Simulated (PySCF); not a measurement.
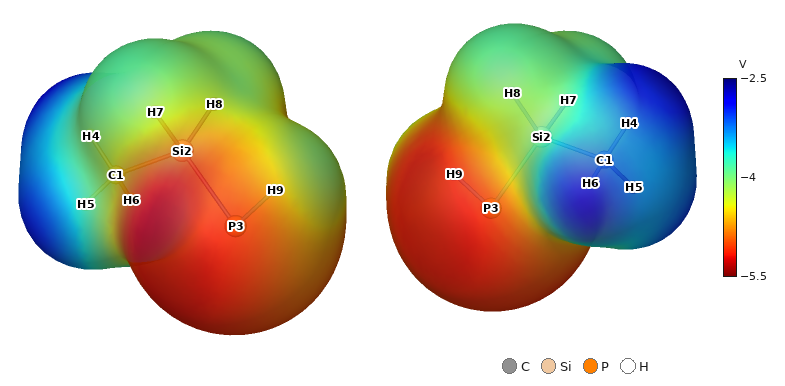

Figure 1: CH$_{6}$PSi, charge −1, SMILES `C[SiH2][PH-]`. Electrostatic potential on the surface of electron density 0.001 a.u. (back view left, front view right).

Level of theory: PBE0/aug-cc-pVDZ (PySCF), at a geometry from GFN2-xTB. The highest occupied Kohn–Sham orbital has positive energy, a self-interaction fault of such functionals for anions. No frequency check shows the geometry to be a minimum. GFN2-xTB bond lengths at metals and heavier atoms can be off by up to 0.1 Å and shapes distorted, which carries into these values.

> Where are the extremes of the potential on the surface?

Highest: −2.69 V, 1.4 Å from H4. Further maxima include −3.86 V, 1.6 Å from H8, and at like points elsewhere. Lowest: −5.30 V, 2.6 Å from P3, and at like points elsewhere. The surface is sampled at points, so like sites can differ by a few per cent and only the strongest of them is named.
